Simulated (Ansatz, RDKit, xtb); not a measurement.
# C5H3FOS: which of the isomers drawn lies lowest?

Which of a sample of isomers of C5H3FOS is the most stable in the gas at 298.15 K, and what are its properties? The sample is small against all isomers, and the most stable one of this formula need not be in it.

Plan: many cheap relaxations first (GFN2-xTB), then density-functional screening, relaxation at PBE0-D3(BJ)/def2-SVP, vibrations (at GFN2-xTB) and a final energy. The numbers are computed, not measured.

### 1 Possible bonding patterns

Isomers were taken from a list of plausible structures; this is a sample, not all of them. That gives 12 candidates.

```tsv
label	SMILES	spin
c158	O=C(F)c1cccs1	singlet
c185	Fc1coccc1=S	singlet
c211	O=Cc1csc(F)c1	singlet
c249	O=Cc1cc(F)cs1	singlet
c532	O=Cc1ccc(F)s1	singlet
c637	O=Cc1sccc1F	singlet
c649	O=C(F)c1ccsc1	singlet
c729	O=Cc1cscc1F	singlet
c792	Fc1cc(=S)cco1	singlet
c797	O=c1cccc(F)s1	singlet
c951	O=CC#CC(=S)CF	singlet
c958	Fc1cccoc1=S	singlet
```

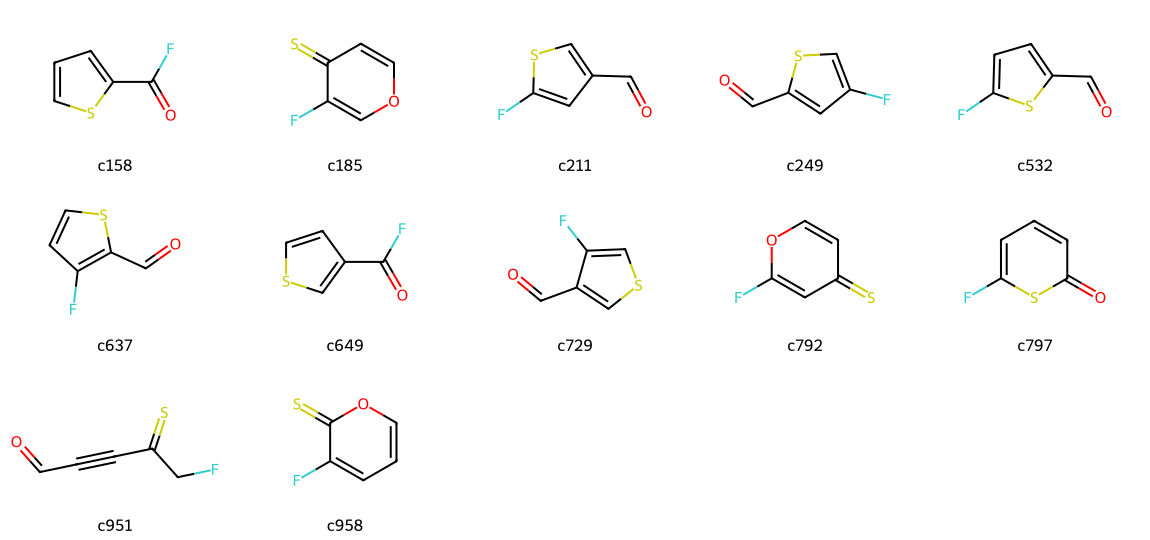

Structural formulas of the candidates.

Candidates are built by distance geometry, with a force field where one applies, in up to four conformers (letters a to d).

### 2 Cheap relaxation of all starts

All 13 starts are relaxed the same way. One of them, c958a (taken from a list of plausible isomers, embedded by distance geometry and MMFF94), in full:

start.xyz

```xyz
11
c958a
C     -2.287748     0.695660    -1.242233
C     -0.921202     0.957244    -1.313555
C     -0.031114     0.491843    -0.340308
C     -0.488013    -0.283575     0.596935
C     -2.777425    -0.131251    -0.105861
F     -3.141641     1.121230    -2.107750
O     -1.812807    -0.619291     0.778231
S     -4.342113    -0.617358     0.201104
H     -0.626981     1.576284    -2.144222
H      1.002250     0.713046    -0.456269
H      0.107863    -0.728125     1.418671
```

Started as:

```bash
xtb start.xyz --gfn 2 --opt
```

The program printed, shortened:

```text
* xtb version 6.7.1
[...]
          :  # basis functions                  41          :
[...]
          :  # electrons                        42          :
[...]
          :  Hamiltonian                  GFN2-xTB          :
[...]
          :  net charge                          0          :
          :  unpaired electrons                  0          :
[...]
   *** convergence criteria satisfied after 13 iterations ***
[...]
   *** GEOMETRY OPTIMIZATION CONVERGED AFTER 6 ITERATIONS ***
[...]
   *** convergence criteria satisfied after 3 iterations ***
[...]
         ::                     SUMMARY                     ::
         :::::::::::::::::::::::::::::::::::::::::::::::::::::
         :: total energy             -24.240146504880 Eh    ::
         :: gradient norm              0.000729646072 Eh/a0 ::
         :: HOMO-LUMO gap              1.272940493666 eV    ::
         ::.................................................::
         :: SCC energy               -24.493149040102 Eh    ::
         :: -> isotropic ES            0.027534822267 Eh    ::
         :: -> anisotropic ES          0.000892407079 Eh    ::
         :: -> anisotropic XC          0.002962526818 Eh    ::
         :: -> dispersion             -0.009135671012 Eh    ::
         :: repulsion energy           0.253002535221 Eh    ::
         :: add. restraining           0.000000000000 Eh    ::
         :: total charge               0.000000000000 e     ::
         :::::::::::::::::::::::::::::::::::::::::::::::::::::
[...]
        21        2.0000           -0.3625575              -9.8657 (HOMO)
        22                         -0.3157778              -8.5928 (LUMO)
[...]
     #   Z          covCN         q      C6AA      α(0)
     1   6          2.812     0.161    24.512     8.112
     2   6          2.918    -0.033    28.821     8.804
     3   6          2.908    -0.054    29.338     8.882
     4   6          2.811     0.104    25.680     8.303
     5   6          2.848     0.184    24.069     8.041
     6   9          0.788    -0.178    11.011     3.920
     7   8          1.738    -0.160    16.713     5.520
     8  16          1.051    -0.268   150.605    20.755
     9   1          0.926     0.082     1.962     2.191
    10   1          0.926     0.075     2.033     2.230
    11   1          0.926     0.087     1.908     2.160
[...]
     #   Z sym  total        # sym  WBO       # sym  WBO       # sym  WBO
 ---------------------------------------------------------------------------
     1   6      3.898 --     2      1.578     5      1.160     6      0.999
     2   6      3.987 --     1      1.578     3      1.217     9      0.962
                             8      0.112
     3   6      3.987 --     4      1.640     2      1.217    10      0.966
     4   6      3.926 --     3      1.640     7      1.140    11      0.953
     5   6      3.926 --     8      1.581     1      1.160     7      1.070
     6   9      1.151 --     1      0.999
     7   8      2.474 --     4      1.140     5      1.070     8      0.140
     8  16      1.969 --     5      1.581     7      0.140     2      0.112
     9   1      0.993 --     2      0.962
    10   1      0.994 --     3      0.966
    11   1      0.992 --     4      0.953
 ---------------------------------------------------------------------------
[...]
molecular dipole:
                 x           y           z       tot (Debye)
 q only:        2.170       0.310       0.073
   full:        2.537       0.381       0.059       6.523
molecular quadrupole (traceless):
[...]
          | TOTAL ENERGY              -24.240146504880 Eh   |
          | GRADIENT NORM               0.000729646072 Eh/α |
          | HOMO-LUMO GAP               1.272940493666 eV   |
           -------------------------------------------------
[...]
```

Wall time 0.063 s (4 threads of Arm Neoverse V1, shared host).

### 3 Distinct minima at GFN2-xTB

13 of the 13 relaxations converged. 13 distinct structures remain:

```tsv
label	start	SMILES after	spin	energy (kcal/mol)
c649a	drawn	O=C(F)c1ccsc1	singlet	0.0
c158a	drawn	O=C(F)c1cccs1	singlet	0.5
c792a	drawn	Fc1cc(=S)cco1	singlet	10.0
c797a	drawn	O=c1cccc(F)s1	singlet	11.9
c958a	drawn	Fc1cccoc1=S	singlet	12.3
c185a	drawn	Fc1coccc1=S	singlet	14.3
c249a	drawn	O=Cc1cc(F)cs1	singlet	15.3
c249b	drawn	O=Cc1cc(F)cs1	singlet	15.6
c729a	drawn	O=Cc1cscc1F	singlet	15.8
c637a	drawn	O=Cc1sccc1F	singlet	16.7
c532a	drawn	O=Cc1ccc(F)s1	singlet	17.1
c211a	drawn	O=Cc1csc(F)c1	singlet	18.2
c951a	drawn	O=CC#CC(=S)CF	singlet	65.3
```

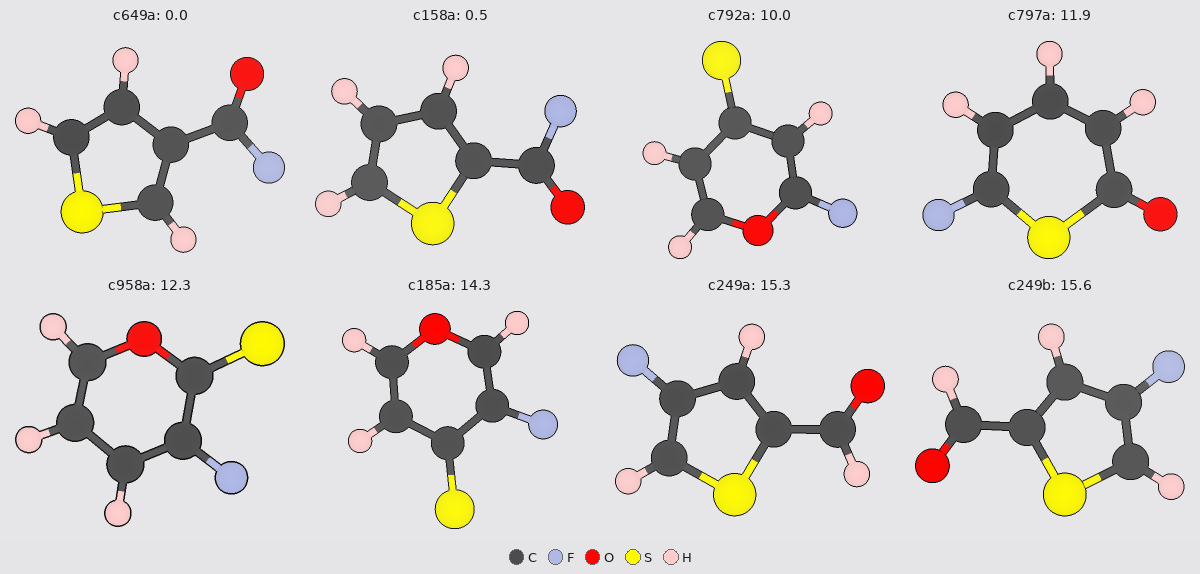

The 8 lowest minima that did not fall apart, with their GFN2-xTB energies in kcal/mol.

### 4 Second filter: single points

A choice of the minima (the low ones first, few conformers of a pattern, up to a cap) and the lowest that fell apart get a single point at r2SCAN-D4/def2-SVP on the tight-binding geometry, and one at HF/STO-3G for comparison. The lowest singlets are also tried as triplets at the same geometry (label ending in t). The first, c649a:

input.yaml

```yaml
crystal:
  periodic: [false, false, false]
  atoms:
    - symbol: C
      position_ang: [0.637790, -1.619792, -1.122339]
    - symbol: C
      position_ang: [0.439545, -1.087278, 0.210304]
    - symbol: C
      position_ang: [0.519457, 0.305430, 0.503125]
    - symbol: C
      position_ang: [0.299747, 0.565206, 1.811223]
    - symbol: C
      position_ang: [0.157785, -1.836032, 1.326548]
    - symbol: F
      position_ang: [0.492750, -2.985705, -1.144294]
    - symbol: O
      position_ang: [0.896149, -1.054449, -2.130331]
    - symbol: S
      position_ang: [-0.005098, -0.870822, 2.717806]
    - symbol: H
      position_ang: [0.730949, 1.046340, -0.245375]
    - symbol: H
      position_ang: [0.296849, 1.512783, 2.311251]
    - symbol: H
      position_ang: [0.044786, -2.900731, 1.383812]
basis:
  gaussian: {orbitals: def2-SVP}
hamiltonian: {xc: r2scan, dispersion: d4}
scf: {lower_state_search: off}
```

Started as:

```bash
ansatz run input.yaml --threads 4 --pin off --max-ram 7830MiB --events-out events.jsonl --progress --plain --runs-dir runs
```

The program printed, shortened:

```text
Warning: RAYON_NUM_THREADS=4 ignored (pool sized by the plan → 4); use --threads N
Functional definition: r2SCAN
  name "r2SCAN"
[...]
1460 factors; their error is unknown
[...]
mean field -20816.37370897 eV, -764.9876239597 hartree, gradient 3.0e-6 eV, S^2 0.000000; 0 other end points of the search recorded, 0 dependent functions left out
reference -20816.37371632 eV, -764.9876242299 hartree; 33, 33 occupied and 98, 98 virtual orbitals, 1460 factors
Total energy: -20816.45770036 eV, -764.9907105864 hartree
Checks for a lower state left out: stability, starts, cluster_reference, orbital_swaps, neighbouring_geometries, increment
```

Wall time 1.9 s (4 threads of Arm Neoverse V1, shared host); peak memory 0.17 GiB.

Relative energies in kcal/mol, each column from its lowest structure that stays in one piece:

```tsv
label	SMILES	spin	GFN2-xTB	HF/STO-3G	r2SCAN-D4/def2-SVP
c158a	O=C(F)c1cccs1	singlet	0.5	1.4	0.0
c649a	O=C(F)c1ccsc1	singlet	0.0	0.0	0.1
c797a	O=c1cccc(F)s1	singlet	11.9	15.9	18.1
c249b	O=Cc1cc(F)cs1	singlet	15.6	12.0	21.7
c249a	O=Cc1cc(F)cs1	singlet	15.3	12.8	22.5
c637a	O=Cc1sccc1F	singlet	16.7	12.2	23.3
c532a	O=Cc1ccc(F)s1	singlet	17.1	10.7	23.4
c729a	O=Cc1cscc1F	singlet	15.8	10.9	23.9
c211a	O=Cc1csc(F)c1	singlet	18.2	10.7	26.1
c792a	Fc1cc(=S)cco1	singlet	10.0	25.4	27.6
c958a	Fc1cccoc1=S	singlet	12.3	26.4	30.3
c185a	Fc1coccc1=S	singlet	14.3	31.7	33.5
c158at	O=C(F)c1cccs1	triplet	–	–	74.5
c797at	O=c1cccc(F)s1	triplet	–	–	79.7
c649at	O=C(F)c1ccsc1	triplet	–	–	81.2
```

### 5 Relaxing the best candidates

3 candidates are relaxed at PBE0-D3(BJ)/def2-SVP (chosen among the lowest in one piece). The first, c158a:

input.yaml

```yaml
crystal:
  periodic: [false, false, false]
  atoms:
    - {symbol: C, position_ang: [-1.580310, -0.196226, -2.487387]}
    - {symbol: C, position_ang: [-1.387485, 0.006419, -1.075675]}
    - {symbol: C, position_ang: [-1.688079, 1.115922, -0.317470]}
    - {symbol: C, position_ang: [-1.358162, 0.944921, 1.032862]}
    - {symbol: C, position_ang: [-0.813908, -0.282521, 1.284111]}
    - {symbol: F, position_ang: [-2.136043, 0.918714, -3.068248]}
    - {symbol: O, position_ang: [-1.336373, -1.139108, -3.163036]}
    - {symbol: S, position_ang: [-0.691388, -1.257161, -0.112907]}
    - {symbol: H, position_ang: [-2.126851, 2.005256, -0.732248]}
    - {symbol: H, position_ang: [-1.513449, 1.693672, 1.787959]}
    - {symbol: H, position_ang: [-0.475488, -0.665652, 2.226838]}
basis:
  gaussian:
    orbitals: def2-SVP
hamiltonian:
  xc: {name: PBE0}
  dispersion: d3bj
scf:
  lower_state_search: "off"
relax:
  f_tol: 0.006
```

Started as:

```bash
ansatz run input.yaml --threads 4 --pin off --max-ram 7830MiB --events-out events.jsonl --progress --plain --runs-dir runs
```

The program printed, shortened:

```text
Warning: RAYON_NUM_THREADS=4 ignored (pool sized by the plan → 4); use --threads N
[...]
Functional definition: PBE0
  name "PBE0"
[...]
1456 factors; integrals over basis functions are off by at most 3.6e-4 eV
[...]
mean field -20807.60885615 eV, -764.6655215598 hartree, gradient 5.6e-6 eV, S^2 0.000000; 0 other end points of the search recorded, 0 dependent functions left out
[...]
reference -20807.60887698 eV, -764.6655223252 hartree; 33, 33 occupied and 98, 98 virtual orbitals, 1456 factors
relax step   1: F+E_penalty+E_count = -20807.89293628 eV  Δ(F+E_penalty+E_count) = +0.000e0 eV  max|allowed force component| = 1.186e0 eV/Å  Δτ_max = 0.0000 Å  (17 SCF iters, accepted)
[...]
relax step   6: F+E_penalty+E_count = -20807.94050701 eV  Δ(F+E_penalty+E_count) = -1.651e-4 eV  max|allowed force component| = 2.132e-2 eV/Å  Δτ_max = 0.0076 Å  (24 SCF iters, accepted)
[...]
Atom 2 at    -1.692105     1.127245    -0.318258 Å, force    -0.000530    -0.000033    -0.001839 eV/Å
Atom 3 at    -1.356571     0.949385     1.043691 Å, force    -0.000084    -0.000381    -0.001260 eV/Å
Atom 4 at    -0.810928    -0.290889     1.284304 Å, force     0.000792    -0.001720    -0.000080 eV/Å
Atom 5 at    -2.134630     0.893621    -3.084562 Å, force     0.000327     0.000487     0.002142 eV/Å
Atom 6 at    -1.322577    -1.153991    -3.147855 Å, force    -0.000718     0.004137     0.005191 eV/Å
Atom 7 at    -0.700446    -1.245322    -0.127161 Å, force     0.000437    -0.000267     0.001831 eV/Å
Atom 8 at    -2.136624     2.027252    -0.743153 Å, force    -0.000181     0.000599    -0.000099 eV/Å
Atom 9 at    -1.508386     1.700421     1.819437 Å, force    -0.000077    -0.000399    -0.000985 eV/Å
Atom 10 at    -0.465341    -0.690718     2.237469 Å, force    -0.000163     0.000761     0.000511 eV/Å
Dipole moment:     0.037452     0.291617     0.798667 e Å
Checks for a lower state left out: stability, starts, cluster_reference, orbital_swaps, neighbouring_geometries, increment
```

Run time: 15 s. Hardware: 4 threads of Arm Neoverse V1, shared host; peak memory 0.34 GiB.

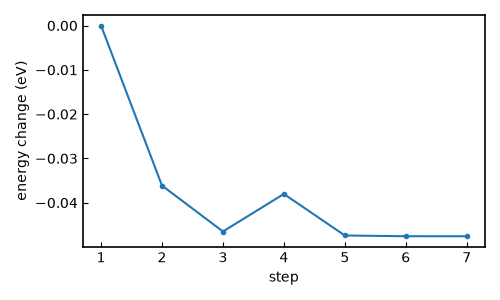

Energy along the run, all evaluated steps.

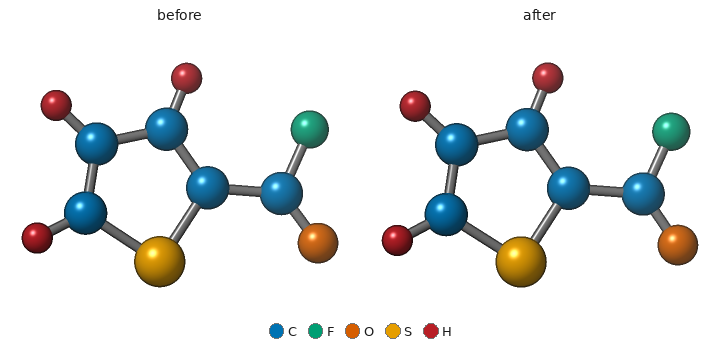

Before and after, at one scale.

After the run. Bond lengths: C1–C2 1.458 Å, C2–C3 1.380 Å, C3–C4 1.414 Å, C4–C5 1.376 Å, C1–F6 1.342 Å, C1–O7 1.187 Å, C2–S8 1.725 Å, C5–S8 1.707 Å, C3–H9 1.090 Å, C4–H10 1.090 Å, C5–H11 1.090 Å. Some angles: C1–C2–C3 128.7°, C1–C2–S8 119.5°, C3–C2–S8 111.8°, C2–C1–F6 111.2°, C2–C1–O7 127.7°, F6–C1–O7 121.1°, C2–C3–C4 112.2°, C3–C4–C5 112.1°, C4–C5–S8 112.6°, C2–S8–C5 91.2°.

[end of part 1 of 2]
